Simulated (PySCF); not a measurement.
C3H3GeN (SMILES C#[C][GeH2][C]#N)

Input

```
{"job": {"kind": "uv", "xc": "CAM-B3LYP", "basis": "def2-SVPD", "ip": true, "dynamic": true}, "charge": 0, "multiplicity": 1}
C      2.253019     0.431371    -0.411627
C      1.152695     0.009334    -0.116825
Ge    -0.552591    -0.653481     0.353011
C     -1.843397     0.678165    -0.165824
N     -2.633233     1.468932    -0.472260
H      3.224992     0.811296    -0.675046
H     -0.671313    -0.837240     1.866305
H     -0.878247    -1.928543    -0.425531
```

Launched as:

```sh
OMP_NUM_THREADS=1 python probes_run.py task.json out
```

Geometry: PBE0-D3(BJ)/def2-SVP.

Method: CAM-B3LYP/def2-SVPD, SCF density, gas phase in PySCF.

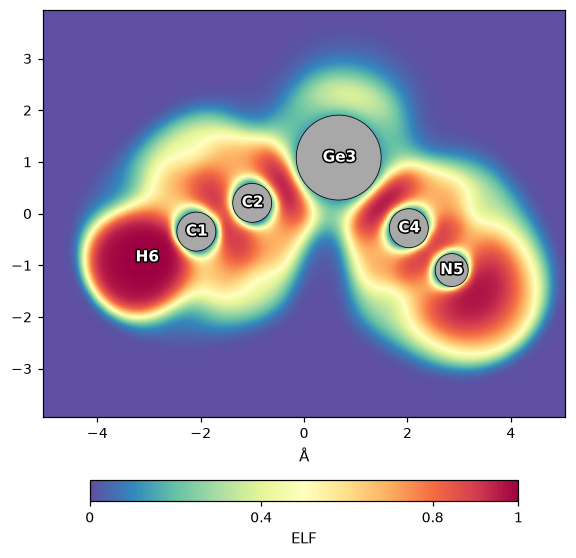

Figure 1. Electron localisation function on the plane of atoms C2, Ge3 and C4. Grey discs cover the atomic cores.

**Interpret the plot.**

The plane passes through C, Ge, N and H nuclei.
C–N (1.16 Å): the ELF peaks at about 0.85 between the atoms; a short, multiple covalent bond.
C–C (1.21 Å): the ELF peaks at about 0.85 between the atoms; a short, multiple covalent bond.
C–Ge (1.89 Å): the ELF peaks at about 0.95 in the valence shell of C, 0.7 Å from its nucleus, and is about 0.65 at the midpoint.
C–H (1.08 Å): the ELF climbs to about 1 towards the hydrogen, as it does in any bond to H (an ordinary covalent bond to hydrogen).
The ELF also peaks beside N5, away from the bonds: lone-pair regions.

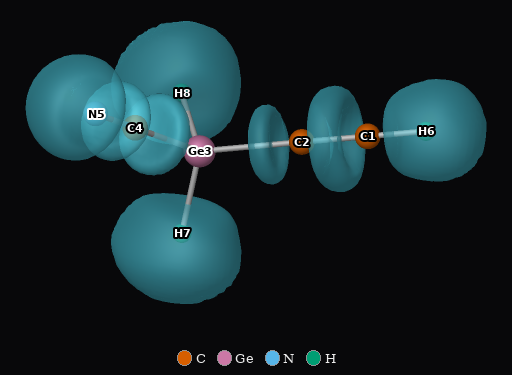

Figure 2. Isosurface of the electron localisation function at 0.8 (cyan), seen from one side. Only the valence region is drawn (cores and ρ < 0.01 e/Å³ removed).

**What do the ELF domains correspond to?**

The ELF exceeds this value in one region between bonded C–C atoms (shared pairs), one region between bonded C–N atoms (shared pairs), three regions around hydrogen nuclei, two lobes of the valence shell of C pointing towards Ge (polar bonds) and one lobe on N, pointing away from the bonds (lone pairs).

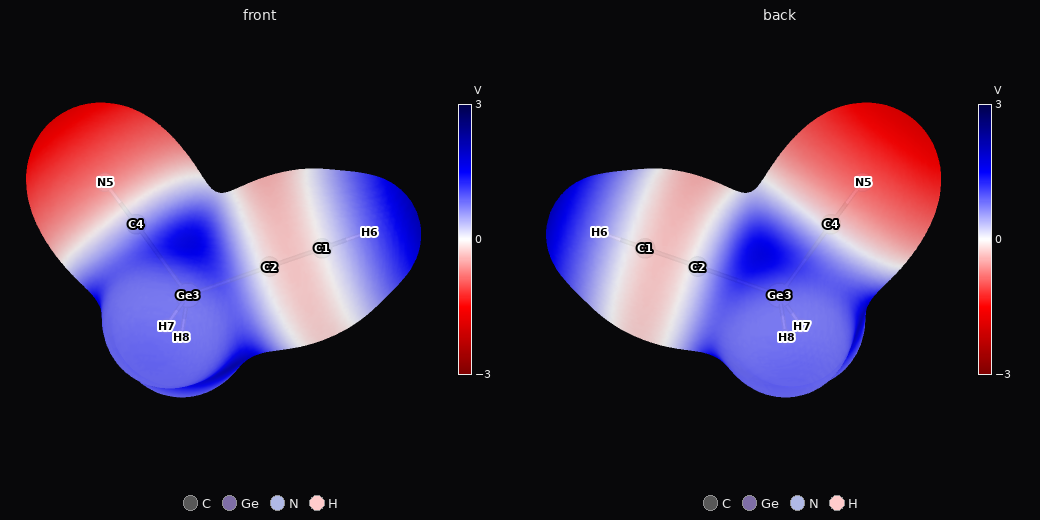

Figure 3. The molecular electrostatic potential painted on the density surface at 0.002 e/bohr³, seen from the front and from behind; red is negative and blue positive.

**Which sites attract a positive test charge, and which a negative one?**

A positive charge is drawn to the negative regions and a negative charge to the positive ones. The most negative region (about −1.8 V) lies over N5, the most positive (about +2.0 V) over Ge3 and H6. N5 is the likeliest acceptor of a hydrogen bond.
